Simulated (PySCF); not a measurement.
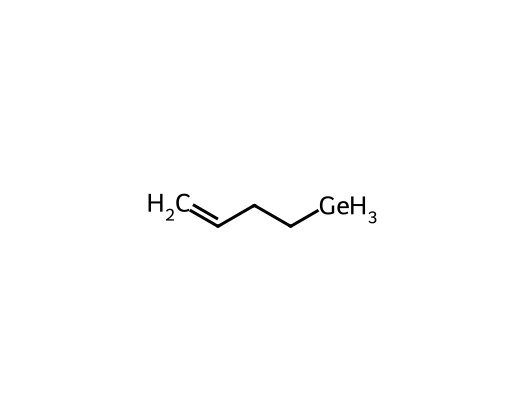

Simulated data, not a measurement (program: PySCF).

A structural formula.

Q: Write the SMILES.

A: C=CC[CH2][GeH3]

Q: Give the formula, hydrogens included.

A: C4H10Ge.

Q: An optimisation with GFN2-xTB gave a structure of which point group?

A: C1. Other conformers may differ.
